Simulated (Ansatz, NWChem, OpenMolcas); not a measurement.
**C2H5B (SMILES BC=C): methods side by side**

C2H5B has 8 atoms, charge 0, and is taken as a singlet. SMILES: `BC=C`. The shape is that of a PBE0-D4/def2-TZVP optimisation.

Quantity: the electronic atomisation energy, in eV. The values are calculated. Electronic energies at fixed atoms, without zero-point motion or spin-orbit coupling.

```
            level                   kind     program  value (eV)  CPU time (all runs)
     HF/6-311+G**           Hartree–Fock  OpenMolcas       24.71                 23 s
  M06-L/6-311+G**               meta-GGA  OpenMolcas       32.03              1.8 min
   TPSS/6-311+G**               meta-GGA  OpenMolcas       32.21                 82 s
  B3LYP/6-311+G**          global hybrid  OpenMolcas       31.91                 64 s
 M06-2X/6-311+G**        hybrid meta-GGA      NWChem       31.91                 26 s
RPA@PBE/6-311+G**                    RPA      Ansatz       29.27                 11 s
    MP2/6-311+G**    perturbation theory      NWChem       30.65                 39 s
   CCSD/6-311+G**  coupled cluster or CI      Ansatz       29.99                 12 s
```

Correlated wave functions underbind in double-zeta sets. The values span 24.71 to 32.21 eV. Times are those of the runs behind each value, whatever else they computed, on shared processors of several kinds: orders of magnitude only.

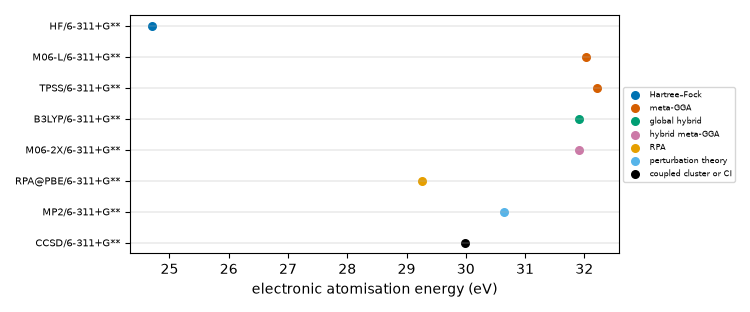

The values of the table, level by level.
